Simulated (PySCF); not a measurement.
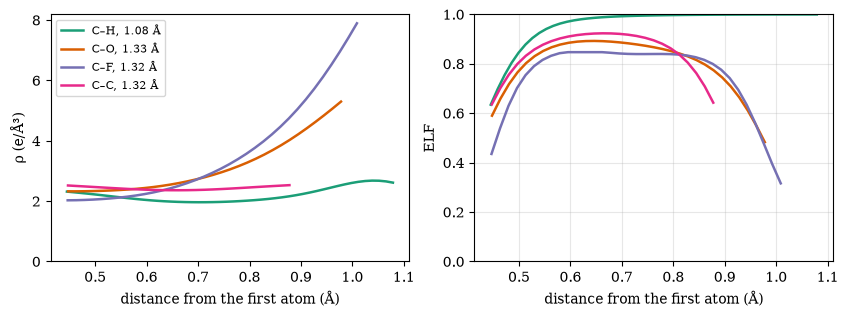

Figure 1: C$_{4}$H$_{3}$F$_{5}$O (SMILES F/C=C(\F)COC(F)(F)F). Electron density and ELF along straight lines between neighbouring atoms. The curves leave out the atomic cores.

Geometry: GFN2-xTB.

Method: PBE0/pcSseg-1, SCF density, gas phase, non-relativistic (PySCF 2.14.0).

```xyz
13

F     2.4666    1.8611    0.6243
C     1.6218    0.9519    0.1432
C     1.0128    0.0561    0.9055
F     1.2178   -0.0088    2.2327
C     0.0596   -1.0067    0.4284
O    -0.4359   -0.7615   -0.8892
C    -1.5035    0.0194   -0.9796
F    -2.5747   -0.4684   -0.3342
F    -1.3213    1.2530   -0.4787
F    -1.8344    0.1585   -2.2529
H     1.4769    1.0169   -0.9238
H     0.5734   -1.9711    0.3594
H    -0.7636   -1.0999    1.1473
```

**Compare the contacts.**

C–H (1.08 Å): ρ at the midpoint is about 2.1 e/Å³; the ELF climbs to about 1 towards the hydrogen, as it does in any bond to H; a covalent bond by its length.
C–O (1.33 Å): ρ at the midpoint is about 2.6 e/Å³; the ELF peaks at about 0.90 between the atoms: a shared but strongly polarised pair.
C–F (1.32 Å): ρ is about 2.5 e/Å³ halfway; the ELF peaks at about 0.85 between the atoms, as expected for a polar covalent bond.
C–C (1.32 Å): ρ at the midpoint is about 2.4 e/Å³; the ELF peaks at about 0.90 between the atoms (a short, multiple covalent bond).
